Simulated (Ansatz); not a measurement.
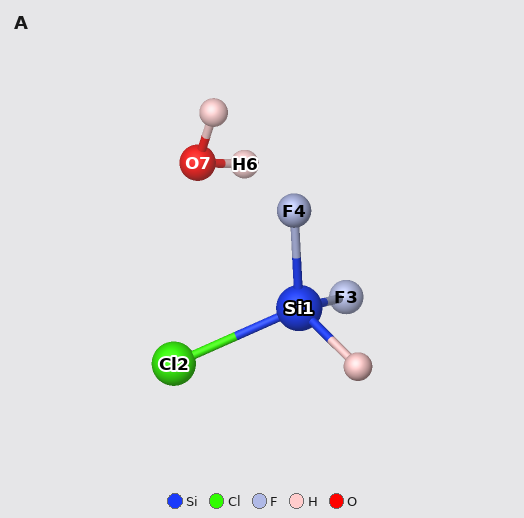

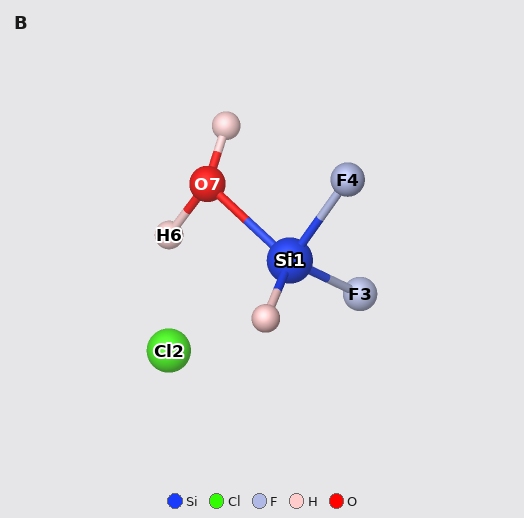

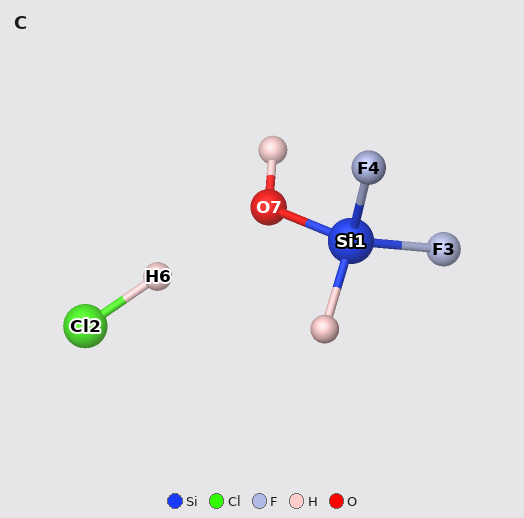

Three stationary points along one reaction path, in mixed order. Sticks follow a distance rule, so a partial bond may show as a full stick or not at all. The species is neutral and a spin singlet. Geometries: PBE0-D4/def2-TZVP; all other levels are single points on them, and energies count from the start as drawn. Program: Ansatz 0.2.0. In CBS estimates cores are frozen, and CCSD(T) − MP2 is taken in the smaller basis.

Which panel shows the transition state?

B.

Which bonds form and which break from A to C?

Formed: Si1–O7, Cl2–H6; broken: Si1–Cl2, H6–O7. At the saddle point Si1···O7 is 1.76 Å, Cl2···H6 is 1.69 Å, Si1···Cl2 is 2.53 Å, H6···O7 is 1.09 Å.

Give the electronic barrier and the reaction energy from A to C in eV (no zero-point energy) with CCSD(T)/CBS (MP2 limit from def2-TZVPP and def2-QZVPP plus CCSD(T) − MP2); PBE0-D4/def2-SVP; RHF/STO-3G; PBE-D4/def2-TZVPP; RHF-MP2 (frozen core)/def2-QZVPP.

| level | barrier | reaction energy |
| --- | --- | --- |
| CCSD(T)/CBS (MP2 limit from def2-TZVPP and def2-QZVPP plus CCSD(T) − MP2) | 0.854 | −0.221 |
| PBE0-D4/def2-SVP | 0.627 | −0.135 |
| RHF/STO-3G | 0.553 | +0.409 |
| PBE-D4/def2-TZVPP | 0.652 | −0.161 |
| RHF-MP2 (frozen core)/def2-QZVPP | 0.821 | −0.226 |
